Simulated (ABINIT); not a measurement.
## CdH2 (Fm-3m): from the cell to the phonon bands

How does CdH2 (Fm-3m) vibrate, and is this structure a minimum?

Method: DFT LDA, scalar-relativistic, plane waves, PseudoDojo norm-conserving pseudopotentials, in ABINIT 10.8.3.

The structure was built from a prototype and need not be the compound's stable phase.

### Step 1. Starting point

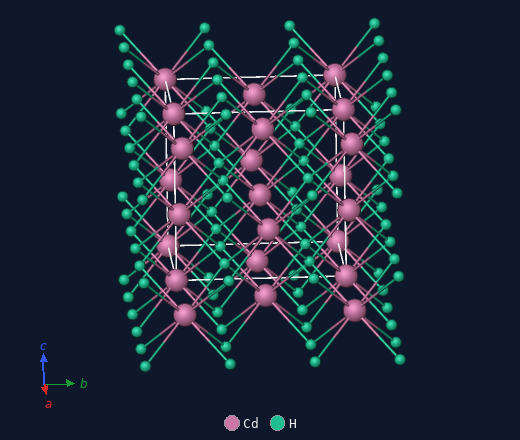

The cell as given, slightly off an axis (cadmium pink, hydrogen teal). 2×1×1 cells are drawn. This picture shows the conventional cell, with its axes. Some periodic images of atoms are drawn too.

As a file:

```cif
data_structure
_symmetry_space_group_name_H-M 'P 1'
_symmetry_Int_Tables_number 1
_cell_length_a 3.8729
_cell_length_b 3.8729
_cell_length_c 3.8729
_cell_angle_alpha 60.000
_cell_angle_beta 60.000
_cell_angle_gamma 60.000
_cell_volume 41.08
loop_
_atom_site_label
_atom_site_type_symbol
_atom_site_fract_x
_atom_site_fract_y
_atom_site_fract_z
_atom_site_occupancy
Cd1 Cd 0.00000 0.00000 0.00000 1
H2 H 0.75000 0.75000 0.75000 1
H3 H 0.25000 0.25000 0.25000 1
```

### Step 2. A first look

A first run with smearing and empty bands tells whether the crystal has a gap, which decides between fixed occupations and smearing later on.

File probe.abi:

```
# ground state
tolvrs 1.0d-08
prtden 1
prtwf 1

# basis, mesh and filling
ecut 47.0
ngkpt 6 6 6
nshiftk 1
shiftk 0.0 0.0 0.0
istwfk *1
occopt 7
tsmear 0.005
nband 18
nstep 100
diemac 9.0
prtebands 0
prtgsr 0
useylm 1

# cell and atoms
acell 7.318698065 7.318698065 7.318698065
rprim 
    -0.7071067812 0.0 0.7071067812
    0.0 0.7071067812 0.7071067812
    -0.7071067812 0.7071067812 0.0
ntypat 2
znucl 48 1
natom 3
typat 1 2 2
xred 
    0.0 0.0 0.0
    0.75 0.75 0.75
    0.25 0.25 0.25
pp_dirpath "./pseudo"
pseudos "Cd.upf, H.upf"
```

On the command line:

```
> OMP_NUM_THREADS=1 mpirun -n 4 abinit probe.abi > probe.log
```

Numbers of over 12 decimals in the logs are rounded to 6 here.

probe.abo, the main output file:

```text
[banners, grids, parts of the stress and lines that vanish by symmetry left out]
- input  file    -> probe.abi
- output file    -> probe.abo
- root for input  files -> probei
[...]
Symmetries : space group Fm -3 m (#225); Bravais cF (face-center cubic)
[...]
mpw =        4314          nfft =      110592          nkpt =          16
[...]
== DATASET  1 ==================================================================
[...]
cutoff_energies: {ecut:  47.0, pawecutdg:  -1.0, }
[...]
ETOT  1  -174.73827714375    -1.747E+02 5.587E+00 2.846E+03
 ETOT  2  -175.63724988475    -8.990E-01 2.714E-01 5.667E+03
 ETOT  3  -176.28945162175    -6.522E-01 3.913E-02 5.731E+02
 ETOT  4  -176.34807602977    -5.862E-02 7.434E-03 7.936E+01
 ETOT  5  -176.35686573876    -8.790E-03 1.678E-03 9.564E+00
[...]
ETOT 11  -176.35817535342    -1.444E-11 1.513E-04 2.274E-08
 ETOT 12  -176.35817535344    -2.245E-11 2.821E-05 2.449E-10
 At SCF step   12       vres2   =  2.45E-10 < tolvrs=  1.00E-08 =>converged.
[...]
sigma(1 1)=  4.11204200E-04  sigma(3 2)=  0.00000000E+00
  sigma(2 2)=  4.11204200E-04  sigma(3 1)=  0.00000000E+00
  sigma(3 3)=  4.11204200E-04  sigma(2 1)=  0.00000000E+00
[...]
convergence: {deltae: -2.245E-11, res2:  2.449E-10, residm:  2.821E-05, diffor: null, }
etotal    :  -1.76358175E+02
[...]
sigma(1 1)=  4.11204200E-04  sigma(3 2)=  0.00000000E+00
  sigma(2 2)=  4.11204200E-04  sigma(3 1)=  0.00000000E+00
  sigma(3 3)=  4.11204200E-04  sigma(2 1)=  0.00000000E+00
[...]
- sigma(1 1)=  1.20980453E+01  sigma(3 2)=  0.00000000E+00
- sigma(2 2)=  1.20980453E+01  sigma(3 1)=  0.00000000E+00
- sigma(3 3)=  1.20980453E+01  sigma(2 1)=  0.00000000E+00
[...]
fcart     -0.0000000000E+00 -0.0000000000E+00 -0.0000000000E+00
           strten      4.1120420015E-04  4.1120420015E-04  4.1120420015E-04
================================================================================

[key lines of the parts left out:]
pressure_GPa:  -1.2098E+01
```

Elapsed: 14 s, on 4 MPI ranks of Arm Neoverse V1, shared host.

This step gave:

* volume per atom: 13.69 Å³
* pressure: -12.10 GPa
* gap on the k-mesh: 0 eV

No gap opens on this mesh, so smearing is kept; the printed pressure holds the stress of the finite basis too.

### Step 3. Rough relaxation

The typed start is rough, so a first relaxation with smearing and loose thresholds takes it towards rest cheaply.

File prerelax.abi:

```
# relaxation
ionmov 2
optcell 2
dilatmx 1.15
chkdilatmx 0
ntime 40
tolmxf 3.0d-04
tolvrs 1.0d-10
prtwf 0
prtden 0
chksymtnons 0

# basis, mesh and filling
ecut 46.0
ecutsm 3.0
ngkpt 6 6 6
nshiftk 1
shiftk 0.0 0.0 0.0
istwfk *1
occopt 7
tsmear 0.005
nband 18
nstep 100
diemac 1000000.0
prtebands 0
prtgsr 0
useylm 1

# cell and atoms
acell 7.318698065 7.318698065 7.318698065
rprim 
    -0.7071067812 0.0 0.7071067812
    0.0 0.7071067812 0.7071067812
    -0.7071067812 0.7071067812 0.0
ntypat 2
znucl 48 1
natom 3
typat 1 2 2
xred 
    0.0 0.0 0.0
    0.75 0.75 0.75
    0.25 0.25 0.25
pp_dirpath "./pseudo"
pseudos "Cd.upf, H.upf"
```

On the command line:

```
> OMP_NUM_THREADS=1 mpirun -n 4 abinit prerelax.abi > prerelax.log
```

prerelax.abo, the main output file:

```text
[banners, grids, parts of the stress and lines that vanish by symmetry left out]
- input  file    -> prerelax.abi
- output file    -> prerelax.abo
- root for input  files -> prerelaxi
[...]
Symmetries : space group Fm -3 m (#225); Bravais cF (face-center cubic)
[...]
mpw =        6346          nfft =      157464          nkpt =          16
[...]
== DATASET  1 ==================================================================
[...]
cutoff_energies: {ecut:  46.0, pawecutdg:  -1.0, }
[...]
ETOT  1  -174.75298532771    -1.748E+02 5.950E+00 4.106E+03
 ETOT  2  -175.70682412652    -9.538E-01 1.460E-01 7.183E+03
 ETOT  3  -176.29409270754    -5.873E-01 6.314E-02 7.611E+02
 ETOT  4  -176.34745418431    -5.336E-02 2.780E-03 1.160E+02
 ETOT  5  -176.35759928952    -1.015E-02 1.000E-03 1.609E-01
[...]
At SCF step   12       vres2   =  1.31E-12 < tolvrs=  1.00E-10 =>converged.
[...]
ETOT  9  -176.37612178227     1.950E-11 2.395E-08 8.794E-12
 At SCF step    9       vres2   =  8.79E-12 < tolvrs=  1.00E-10 =>converged.
[...]
sigma(1 1)= -2.25741857E-06  sigma(3 2)=  0.00000000E+00
  sigma(2 2)= -2.25741857E-06  sigma(3 1)=  0.00000000E+00
  sigma(3 3)= -2.25741857E-06  sigma(2 1)=  0.00000000E+00
[...]
convergence: {deltae:  1.950E-11, res2:  8.794E-12, residm:  2.395E-08, diffor: null, }
etotal    :  -1.76376122E+02
[...]
At Broyd/MD step   6, gradients are converged :
[...]
sigma(1 1)= -2.25741857E-06  sigma(3 2)=  0.00000000E+00
  sigma(2 2)= -2.25741857E-06  sigma(3 1)=  0.00000000E+00
  sigma(3 3)= -2.25741857E-06  sigma(2 1)=  0.00000000E+00
[...]
- sigma(1 1)= -6.64155472E-02  sigma(3 2)=  0.00000000E+00
- sigma(2 2)= -6.64155472E-02  sigma(3 1)=  0.00000000E+00
- sigma(3 3)= -6.64155472E-02  sigma(2 1)=  0.00000000E+00
[...]
fcart     -0.0000000000E+00 -0.0000000000E+00 -0.0000000000E+00
           strten     -2.2574185673E-06 -2.2574185673E-06 -2.2574185673E-06
================================================================================

[key lines of the parts left out:]
pressure_GPa:   6.6416E-02
Total energy (etotal) [Ha]= -1.76376121782273E+02
```

It took 1.8 min on 4 MPI ranks.

Relaxation path:

| step | energy less that of the first step (eV) | largest force (eV/Å) | volume (Å³) |
| --- | --- | --- | --- |
| 1 | 0.0000 | 0.0000 | 41.08 |
| 2 | -0.1030 | 0.0000 | 39.63 |
| 3 | -0.3040 | 0.0000 | 25.93 |
| 4 | -0.4819 | 0.0000 | 32.19 |
| 5 | -0.5025 | 0.0000 | 30.75 |
| 6 | -0.5033 | 0.0000 | 30.38 |

| conventional cell, symmetrised | before | after | change |
| --- | --- | --- | --- |
| a (Å) | 5.477 | 4.953 | -9.6 % |
| b (Å) | 5.477 | 4.953 | -9.6 % |
| c (Å) | 5.477 | 4.953 | -9.6 % |
| volume (Å³/atom) | 13.69 | 10.13 | -26.0 % |

Final coordinates:

```xyz
3
Lattice="-2.4767 0.0000 2.4767 0.0000 2.4767 2.4767 -2.4767 2.4767 0.0000" Properties=species:S:1:pos:R:3 pbc="T T T"
Cd    0.0000    0.0000    0.0000
H    -3.7150    3.7150    3.7150
H    -1.2383    1.2383    1.2383
```

Read from the output:

```
volume per atom : 10.13 Å³
pressure        : 0.06642 GPa
```

The volume changes by -26.0 % in this run and stands -26.0 % from the first cell.

### Step 4. Rough relaxation

The cell changed much, so the rough relaxation is repeated on a basis made for the new cell.

Edit prerelax.abi of step 3 so:

```diff
@@ -29,3 +29,3 @@
 # cell and atoms
-acell 7.318698065 7.318698065 7.318698065
+acell 6.618885348 6.618885348 6.618885348
 rprim
```

prerelax.abo, the main output file:

```text
[banners, grids, parts of the stress and lines that vanish by symmetry left out]
- input  file    -> prerelax.abi
- output file    -> prerelax.abo
- root for input  files -> prerelaxi
[...]
Symmetries : space group Fm -3 m (#225); Bravais cF (face-center cubic)
[...]
mpw =        4720          nfft =      110592          nkpt =          16
[...]
== DATASET  1 ==================================================================
[...]
cutoff_energies: {ecut:  46.0, pawecutdg:  -1.0, }
[...]
ETOT  1  -175.51486189638    -1.755E+02 7.520E+00 1.159E+03
 ETOT  2  -176.16587351387    -6.510E-01 2.286E-01 1.864E+03
 ETOT  3  -176.36430503744    -1.984E-01 2.021E-01 1.098E+02
 ETOT  4  -176.37570889173    -1.140E-02 6.158E-03 3.415E+00
 ETOT  5  -176.37609522559    -3.863E-04 4.529E-04 2.485E-01
[...]
ETOT 10  -176.37612176657    -6.231E-10 3.457E-04 8.597E-10
 ETOT 11  -176.37612176656     8.811E-12 2.845E-04 1.072E-11
 At SCF step   11       vres2   =  1.07E-11 < tolvrs=  1.00E-10 =>converged.
[...]
sigma(1 1)= -2.25717480E-06  sigma(3 2)=  0.00000000E+00
  sigma(2 2)= -2.25717480E-06  sigma(3 1)=  0.00000000E+00
  sigma(3 3)= -2.25717480E-06  sigma(2 1)=  0.00000000E+00
[...]
convergence: {deltae:  8.811E-12, res2:  1.072E-11, residm:  2.845E-04, diffor: null, }
etotal    :  -1.76376122E+02
[...]
At Broyd/MD step   1, gradients are converged :
[...]
sigma(1 1)= -2.25717480E-06  sigma(3 2)=  0.00000000E+00
  sigma(2 2)= -2.25717480E-06  sigma(3 1)=  0.00000000E+00
  sigma(3 3)= -2.25717480E-06  sigma(2 1)=  0.00000000E+00
[...]
- sigma(1 1)= -6.64083753E-02  sigma(3 2)=  0.00000000E+00
- sigma(2 2)= -6.64083753E-02  sigma(3 1)=  0.00000000E+00
- sigma(3 3)= -6.64083753E-02  sigma(2 1)=  0.00000000E+00
[...]
fcart     -0.0000000000E+00 -0.0000000000E+00 -0.0000000000E+00
           strten     -2.2571747974E-06 -2.2571747974E-06 -2.2571747974E-06
================================================================================

[key lines of the parts left out:]
pressure_GPa:   6.6408E-02
Total energy (etotal) [Ha]= -1.76376121766557E+02
```

Run time: 13 s. Hardware: 4 MPI ranks; 52 s of CPU time.

Little changed from the start: no atom moved by 0.005 Å and no cell edge by 0.1 %.

This step gave:

```
pressure : 0.06641 GPa
```

The volume changes by +0.0 % in this run and stands -26.0 % from the first cell.

### Step 5. Relaxing the cell and atoms

The harmonic expansion needs vanishing forces, and a free crystal bears no stress, so cell and atoms are brought to rest. Stress is more sensitive to the basis than forces are: the last 3 Ha under the cutoff are smoothed with ecutsm, and the cutoff is raised above that of the later runs.

relax.abi, as its differences from prerelax.abi of step 4:

```diff
@@ -3,7 +3,6 @@
 optcell 2
-dilatmx 1.15
-chkdilatmx 0
+dilatmx 1.08
 ntime 40
-tolmxf 3.0d-04
-tolvrs 1.0d-10
+tolmxf 1.0d-05
+tolvrs 1.0d-14
 prtwf 0
@@ -13,5 +12,5 @@
 # basis, mesh and filling
-ecut 46.0
+ecut 57.0
 ecutsm 3.0
-ngkpt 6 6 6
+ngkpt 10 10 10
 nshiftk 1
@@ -19,4 +18,4 @@
 istwfk *1
-occopt 7
-tsmear 0.005
+occopt 6
+tsmear 0.01
 nband 18
```

On the command line:

```
> OMP_NUM_THREADS=1 mpirun -n 4 abinit relax.abi > relax.log
```

relax.abo, the main output file:

```text
[banners, grids, parts of the stress and lines that vanish by symmetry left out]
- input  file    -> relax.abi
- output file    -> relax.abo
- root for input  files -> relaxi
[...]
Symmetries : space group Fm -3 m (#225); Bravais cF (face-center cubic)
[...]
mpw =        5346          nfft =      125000          nkpt =          47
[...]
== DATASET  1 ==================================================================
[...]
cutoff_energies: {ecut:  57.0, pawecutdg:  -1.0, }
[...]
ETOT  1  -175.31251754022    -1.753E+02 7.540E+00 1.809E+03
 ETOT  2  -176.05778363380    -7.453E-01 2.405E-01 3.227E+03
 ETOT  3  -176.35212696617    -2.943E-01 2.578E-02 2.556E+02
 ETOT  4  -176.37464148962    -2.251E-02 8.419E-03 1.477E+01
 ETOT  5  -176.37601156327    -1.370E-03 2.656E-03 1.377E+00
[...]
At SCF step   13       vres2   =  2.30E-15 < tolvrs=  1.00E-14 =>converged.
[...]
sigma(1 1)= -1.95483985E-05  sigma(3 2)=  0.00000000E+00
  sigma(2 2)= -1.95483985E-05  sigma(3 1)=  0.00000000E+00
  sigma(3 3)= -1.95483985E-05  sigma(2 1)=  0.00000000E+00
[...]
convergence: {deltae:  1.242E-11, res2:  2.296E-15, residm:  5.551E-05, diffor: null, }
etotal    :  -1.76376145E+02
[...]
ETOT  1  -176.37593293145    -1.764E+02 1.624E-05 3.233E+00
[...]
At SCF step    9       vres2   =  2.85E-16 < tolvrs=  1.00E-14 =>converged.
[...]
sigma(1 1)= -1.50488486E-05  sigma(3 2)=  0.00000000E+00
  sigma(2 2)= -1.50488486E-05  sigma(3 1)=  0.00000000E+00
  sigma(3 3)= -1.50488486E-05  sigma(2 1)=  0.00000000E+00
[...]
convergence: {deltae: -9.805E-12, res2:  2.848E-16, residm:  2.047E-06, diffor: null, }
etotal    :  -1.76376151E+02
[...]
ETOT  1  -176.37359822799    -1.764E+02 6.840E-06 3.746E+01
[...]
At SCF step    9       vres2   =  6.78E-15 < tolvrs=  1.00E-14 =>converged.
[...]
sigma(1 1)= -1.46222370E-07  sigma(3 2)=  0.00000000E+00
  sigma(2 2)= -1.46222370E-07  sigma(3 1)=  0.00000000E+00
  sigma(3 3)= -1.46222370E-07  sigma(2 1)=  0.00000000E+00
[...]
convergence: {deltae:  5.400E-13, res2:  6.784E-15, residm:  8.944E-06, diffor: null, }
etotal    :  -1.76376161E+02
[...]
ETOT  1  -176.37616029374    -1.764E+02 1.087E-05 3.539E-03
[...]
ETOT  7  -176.37616053251    -4.093E-12 1.944E-05 1.963E-12
 ETOT  8  -176.37616053251    -4.917E-12 1.230E-05 3.477E-15
 At SCF step    8       vres2   =  3.48E-15 < tolvrs=  1.00E-14 =>converged.
[...]
sigma(1 1)= -1.14945057E-09  sigma(3 2)=  0.00000000E+00
  sigma(2 2)= -1.14945057E-09  sigma(3 1)=  0.00000000E+00
  sigma(3 3)= -1.14945058E-09  sigma(2 1)=  0.00000000E+00
[...]
convergence: {deltae: -4.917E-12, res2:  3.477E-15, residm:  1.230E-05, diffor: null, }
etotal    :  -1.76376161E+02
[...]
At Broyd/MD step   4, gradients are converged :
[...]
sigma(1 1)= -1.14945057E-09  sigma(3 2)=  0.00000000E+00
  sigma(2 2)= -1.14945057E-09  sigma(3 1)=  0.00000000E+00
  sigma(3 3)= -1.14945058E-09  sigma(2 1)=  0.00000000E+00
[...]
- sigma(1 1)= -3.38180035E-05  sigma(3 2)=  0.00000000E+00
- sigma(2 2)= -3.38180033E-05  sigma(3 1)=  0.00000000E+00
- sigma(3 3)= -3.38180036E-05  sigma(2 1)=  0.00000000E+00
[...]
fcart     -0.0000000000E+00 -0.0000000000E+00 -0.0000000000E+00
           strten     -1.1494505747E-09 -1.1494505694E-09 -1.1494505799E-09
================================================================================

[key lines of the parts left out:]
pressure_GPa:   3.3818E-05
Total energy (etotal) [Ha]= -1.76376160532513E+02
```

Wall time 2.7 min (4 MPI ranks); 11 min of CPU time.

Step by step:

| step | energy less that of the first step (eV) | largest force (eV/Å) | volume (Å³) |
| --- | --- | --- | --- |
| 1 | 0.0000 | 0.0000 | 30.38 |
| 2 | -0.0002 | 0.0000 | 30.44 |
| 3 | -0.0004 | 0.0000 | 30.62 |
| 4 | -0.0004 | 0.0000 | 30.62 |

| conventional cell, symmetrised | before | after | change |
| --- | --- | --- | --- |
| a (Å) | 4.953 | 4.966 | +0.3 % |
| b (Å) | 4.953 | 4.966 | +0.3 % |
| c (Å) | 4.953 | 4.966 | +0.3 % |
| volume (Å³/atom) | 10.13 | 10.21 | +0.8 % |

The relaxed structure:

```xyz
3
Lattice="-2.4831 0.0000 2.4831 0.0000 2.4831 2.4831 -2.4831 2.4831 0.0000" Properties=species:S:1:pos:R:3 pbc="T T T"
Cd    0.0000    0.0000    0.0000
H    -3.7246    3.7246    3.7246
H    -1.2415    1.2415    1.2415
```

Read from the output:

| Quantity | Value |
| --- | --- |
| volume per atom | 10.21 Å³ |
| pressure | 3.38e-5 GPa |

The volume changes by +0.8 % in this run and stands -25.5 % from the first cell.

### Step 6. Ground state

First-order wavefunctions inherit every error of the ground state, hence the very tight tolvrs. Smearing stays on, as the first look found no gap above 0.3 eV.

File gs.abi:

```
# ground state
tolvrs 1.0d-16
prtden 1
prtwf 1

# basis, mesh and filling
ecut 47.0
ngkpt 12 12 12
nshiftk 1
shiftk 0.0 0.0 0.0
istwfk *1
occopt 6
tsmear 0.01
nband 18
nstep 100
diemac 1000000.0
prtebands 0
prtgsr 0
useylm 1

# cell and atoms
acell 6.635978309 6.635978309 6.635978309
rprim 
    -0.7071067812 0.0 0.7071067812
    0.0 0.7071067812 0.7071067812
    -0.7071067812 0.7071067812 0.0
ntypat 2
znucl 48 1
natom 3
typat 1 2 2
xred 
    0.0 0.0 0.0
    0.75 0.75 0.75
    0.25 0.25 0.25
pp_dirpath "./pseudo"
pseudos "Cd.upf, H.upf"
```

On the command line:

```
> OMP_NUM_THREADS=1 mpirun -n 4 abinit gs.abi > gs.log
```

gs.abo, the main output file:

```text
[banners, grids, parts of the stress and lines that vanish by symmetry left out]
- input  file    -> gs.abi
- output file    -> gs.abo
- root for input  files -> gsi
[...]
Symmetries : space group Fm -3 m (#225); Bravais cF (face-center cubic)
[...]
mpw =        3218          nfft =       91125          nkpt =          72
[...]
== DATASET  1 ==================================================================
[...]
cutoff_energies: {ecut:  47.0, pawecutdg:  -1.0, }
[...]
ETOT  1  -175.41590605346    -1.754E+02 7.220E+00 1.096E+03
 ETOT  2  -176.12108634302    -7.052E-01 2.566E-01 1.869E+03
 ETOT  3  -176.35918012664    -2.381E-01 9.179E-02 1.292E+02
 ETOT  4  -176.37519849015    -1.602E-02 7.947E-03 5.784E+00
 ETOT  5  -176.37597429000    -7.758E-04 2.244E-03 3.310E-01
[...]
ETOT 12  -176.37601865160     7.390E-13 1.973E-04 1.178E-13
 ETOT 13  -176.37601865159     1.120E-11 9.398E-05 6.879E-17
 At SCF step   13       vres2   =  6.88E-17 < tolvrs=  1.00E-16 =>converged.
[...]
sigma(1 1)=  2.15224745E-05  sigma(3 2)=  0.00000000E+00
  sigma(2 2)=  2.15224745E-05  sigma(3 1)=  0.00000000E+00
  sigma(3 3)=  2.15224745E-05  sigma(2 1)=  0.00000000E+00
[...]
convergence: {deltae:  1.120E-11, res2:  6.879E-17, residm:  9.398E-05, diffor: null, }
etotal    :  -1.76376019E+02
[...]
sigma(1 1)=  2.15224745E-05  sigma(3 2)=  0.00000000E+00
  sigma(2 2)=  2.15224745E-05  sigma(3 1)=  0.00000000E+00
  sigma(3 3)=  2.15224745E-05  sigma(2 1)=  0.00000000E+00
[...]
- sigma(1 1)=  6.33213060E-01  sigma(3 2)=  0.00000000E+00
- sigma(2 2)=  6.33213060E-01  sigma(3 1)=  0.00000000E+00
- sigma(3 3)=  6.33213060E-01  sigma(2 1)=  0.00000000E+00
[...]
fcart     -0.0000000000E+00 -0.0000000000E+00 -0.0000000000E+00
           strten      2.1522474459E-05  2.1522474459E-05  2.1522474459E-05
================================================================================

[key lines of the parts left out:]
pressure_GPa:  -6.3321E-01
```

Elapsed: 57 s, on 4 MPI ranks; 3.8 min of CPU time.

Read from the output:

```yaml
pressure: -0.6332 GPa
```

The cell stands at -0.63 GPa: the relaxation ran with a smoothed and higher cutoff and on another k mesh.

(Part 1 of 5 ends here.)

[Host names and launcher messages were left out of these logs when they were recorded.]

[Logs are printed without paths, hosts, clocks, repeated set-up lines and the standing remarks that a program may print on its own settings, such as how far it seeks lower states.]

[Hosts, paths, dates, database ids (printed as entryN), source tags and the programs' standing remarks are cut or masked in the printed files.]
